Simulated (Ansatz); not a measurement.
Input file:

```
crystal:
  periodic: [false, false, false]
  atoms:
    - symbol: F
      position_ang: [-0.821076, 1.814362, -1.934555]
    - symbol: Si
      position_ang: [-1.414133, 0.633779, -1.068805]
    - symbol: Si
      position_ang: [-2.282249, -0.984295, -0.053229]
    - symbol: Si
      position_ang: [-0.934859, 0.211599, 1.378952]
basis:
  gaussian: {orbitals: def2-TZVPD}
hamiltonian: {xc: {name: PBE0}}
output: {forces: true, orbitals: {seedname: orbitals}}
total_charge: 1
magnetization: {spin_polarized: false}
```

Run with:

```sh
ansatz run input.yaml --threads 1 --pin off --max-ram 2610MiB --events-out events.jsonl --progress --plain --runs-dir runs
```

Geometry: PBE0-D3(BJ)/def2-SVP.

Theory: isolated molecule in a Gaussian basis; Kohn-Sham density functional theory, functional PBE0 (Ansatz 0.2.0).

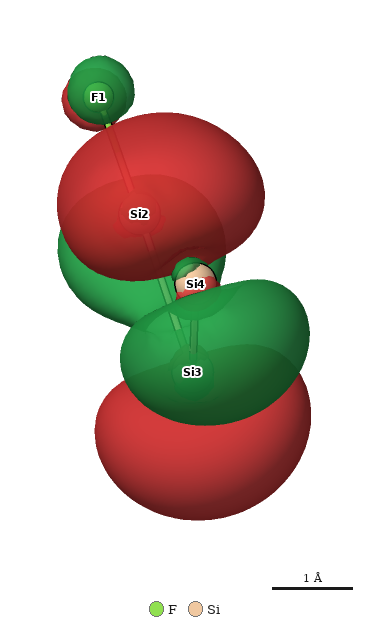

FSi3 (charge +1). One frontier orbital at ±0.1 Å⁻³ᐟ² (green and red are the two phases), seen at an oblique angle.

Question: Which orbital is it: HOMO or LUMO?

Answer: The LUMO, at −9.64 eV. By Hirshfeld shares it lies mainly on Si4 (about 40 %), Si3 (about 35 %) and Si2 (about 25 %); it is symmetric in the molecular plane (an in-plane orbital: σ, lone-pair or in-plane π type).
